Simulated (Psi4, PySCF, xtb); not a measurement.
Interaction energy of H4OSi ··· Br2 (SMILES O[SiH3] and BrBr), singlet. Monomers: optimised at B3LYP-D3(BJ) (def2-TZVP), held rigid. Orientation: lowest of the rigid-body minima from ten starts at GFN2-xTB. The monomers approach along the line of their centres of mass (distance R); nothing else relaxes.

Geometry at R = 3.74 Å (first 6 atoms: monomer A):
```
8

Si    -0.3980    -0.0385    -0.0060
O      1.2019    -0.2985    -0.3280
H     -0.8208     1.3276    -0.4031
H     -0.7006    -0.2113     1.4366
H     -1.1364    -1.0419    -0.7971
H      1.8540     0.2627     0.0976
Br     1.3413    -2.3317    -2.9822
Br     3.0847    -0.8290    -2.7267
```

Levels of theory: SAPT0/jun-cc-pVDZ, frozen core (Psi4); RKS-B3LYP/6-31G* = PySCF with restricted B3LYP/6-31G*, spherical d, no counterpoise correction; GFN1-xTB (xtb); MP2/aug-cc-pVDZ = Psi4 with DF-MP2/aug-cc-pVDZ, frozen core, counterpoise-corrected; PBE/def2-TZVP, counterpoise-corrected (Psi4).

Interaction energies in kJ/mol (negative: bound); R is the distance of the centres of mass, d the O2···Br8 distance.

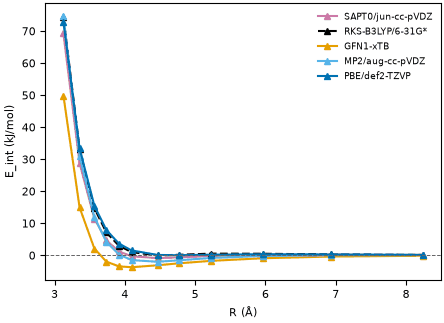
Interaction energy against separation.

```csv
R / Å,d / Å,SAPT0/jun-cc-pVDZ,RKS-B3LYP/6-31G*,GFN1-xTB,MP2/aug-cc-pVDZ,PBE/def2-TZVP
3.13,2.51,69.28,74.45,49.87,74.72,72.94
3.36,2.73,28.76,33.08,14.96,31.05,33.36
3.57,2.93,11.48,14.75,2.12,11.95,15.49
3.74,3.10,4.70,7.17,-1.95,4.26,7.93
3.92,3.27,1.21,3.00,-3.46,0.24,3.65
4.10,3.45,-0.28,1.00,-3.71,-1.49,1.52
4.47,3.81,-0.87,-0.03,-3.11,-2.02,0.12
4.77,4.10,-0.64,0.16,-2.50,-1.56,0.03
5.23,4.56,-0.22,0.53,-1.73,-0.82,0.19
5.97,5.29,0.08,0.49,-0.91,-0.21,0.34
6.93,6.24,0.15,0.27,-0.39,0.01,0.27
8.24,7.55,0.11,0.13,-0.13,0.05,0.14
```

Lowest grid point: SAPT0/jun-cc-pVDZ -0.87 kJ/mol at R = 4.47 Å; RKS-B3LYP/6-31G* -0.03 kJ/mol at R = 4.47 Å; GFN1-xTB -3.71 kJ/mol at R = 4.10 Å; MP2/aug-cc-pVDZ -2.02 kJ/mol at R = 4.47 Å; PBE/def2-TZVP 0.03 kJ/mol at R = 4.77 Å.
